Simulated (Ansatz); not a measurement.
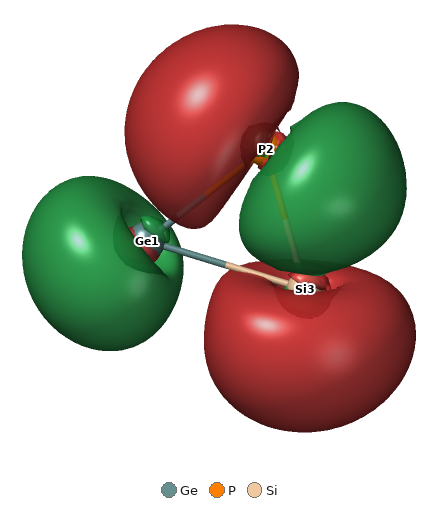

Figure. GePSi (charge +1, triplet). One frontier orbital at ±0.06 Å⁻³ᐟ² (green and red are the two phases), seen at a tilt.

Geometry: B3LYP-D3(BJ)/def2-SVP.

Level of theory: isolated molecule in a Gaussian basis; Kohn-Sham density functional theory, functional PBE0 in Ansatz 0.2.0.

### Which orbital is it: HOMO (β) or LUMO (β)?

The LUMO (β), at −10.48 eV. By Hirshfeld shares it lies mainly on P2 (about 45 %), Si3 (about 40 %) and Ge1 (about 20 %); it is symmetric in the molecular plane (an in-plane orbital: σ, lone-pair or in-plane π type).
